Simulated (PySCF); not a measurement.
C7H15OPSi

Input

```
{"job": {"kind": "nmr", "xc": "PBE0", "basis": "pcSseg-1"}, "charge": 0, "multiplicity": 1}
C      3.261904    -1.200855     0.276819
O      2.013995    -1.393449     0.923303
C      1.224377    -0.344299     0.911569
C      1.134793     0.909788     0.504938
Si     1.836964     2.398281    -0.310509
P     -0.353767     0.302367     1.466854
C     -1.605607    -0.279519     0.154084
C     -2.425958    -1.382814     0.822636
C     -0.951943    -0.790005    -1.120147
C     -2.490575     0.931719    -0.143639
H      3.807532    -2.149154     0.346779
H      3.112334    -0.931083    -0.781197
H      3.835443    -0.401315     0.772921
H      3.232706     2.136151    -0.784089
H      1.000021     2.782316    -1.489255
H      1.855063     3.551541     0.639789
H     -1.808161    -2.268528     1.040975
H     -2.869394    -1.040511     1.772109
H     -3.252550    -1.702109     0.164812
H     -0.301421    -1.656845    -0.922691
H     -0.337618    -0.012433    -1.599634
H     -1.722342    -1.105071    -1.844790
H     -2.938819     1.343885     0.775383
H     -3.316699     0.651761    -0.819722
H     -1.917278     1.737803    -0.629276
```

Command:

```sh
OMP_NUM_THREADS=1 python probes_run.py task.json out
```

Geometry: PBE0-D3(BJ)/def2-SVP.

Theory: PBE0/pcSseg-1, SCF density, gas phase, non-relativistic in PySCF.

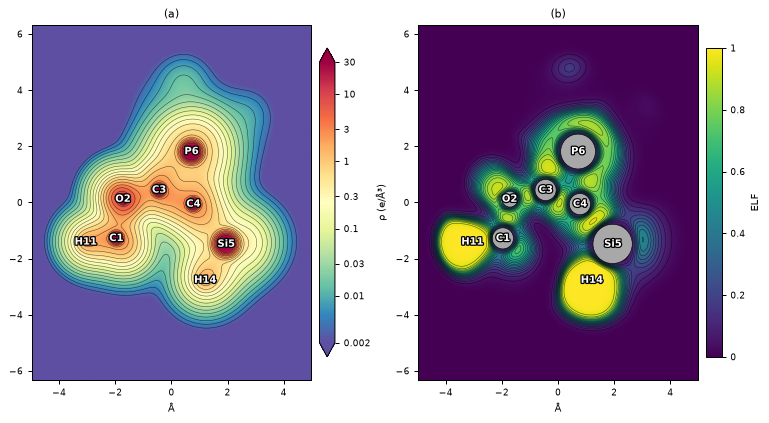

Figure 1. (a) total electron density; (b) ELF on the plane of atoms C3, P6 and C4. Grey discs cover the atomic cores in the ELF map.

What does the map show?

Answer.
- The section cuts through C, O, Si, P and H sites.
- C–O (1.31 Å): the density is about 2.5 e/Å³ at the midpoint; the ELF peaks at about 0.90 between the atoms (a shared but strongly polarised pair).
- C–C (1.32 Å): the density is about 2.2 e/Å³ at the midpoint; the ELF peaks at about 0.90 between the atoms; a multiple bond.
- C–P (1.79 Å): the density is about 1 e/Å³ at the midpoint; the ELF peaks at about 0.80 between the atoms, as expected for localised, covalent bonding.
- C–Si (1.84 Å): ρ is about 0.94 e/Å³ halfway; the ELF peaks at about 0.95 between the atoms (a covalent bond).
- C–H (1.10 Å): the density is about 2 e/Å³ at the midpoint; the ELF climbs to about 1 towards the hydrogen, as it does in any bond to H; a covalent bond by its length.
- The ELF also peaks beside O2 and P6, away from the bonds: lone-pair regions.

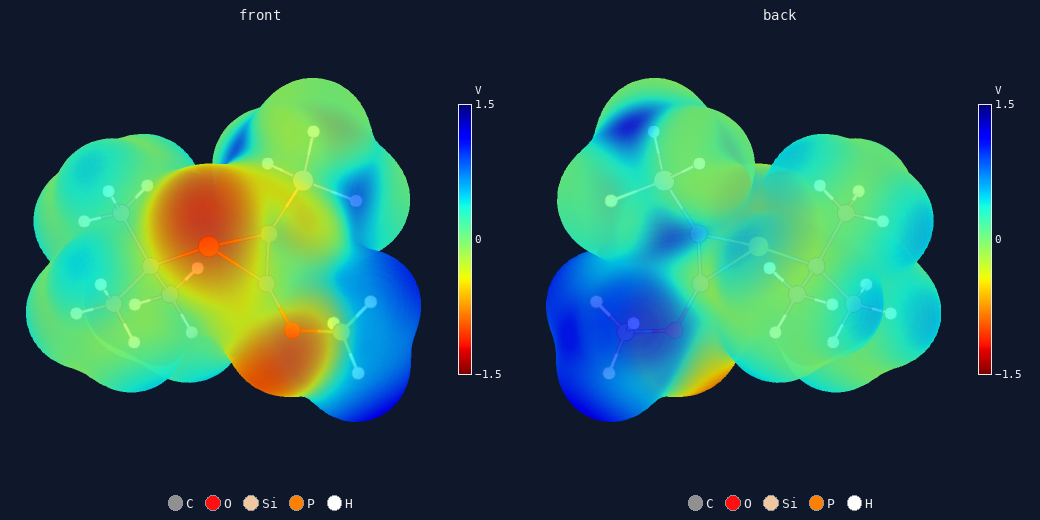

Figure 2. The electrostatic potential painted on the density surface at 0.002 e/bohr³, seen from the front and from behind; red is negative and blue positive.

Which sites attract a positive test charge, and which a negative one?

Answer. A positive charge is drawn to the negative regions and a negative charge to the positive ones. The most negative region (about −1.1 V) lies over P6, the most positive (about +1.1 V) over C1, Si5 and H11.

How polar is the molecule by this calculation?

Answer. Its dipole moment is 2.20 D.
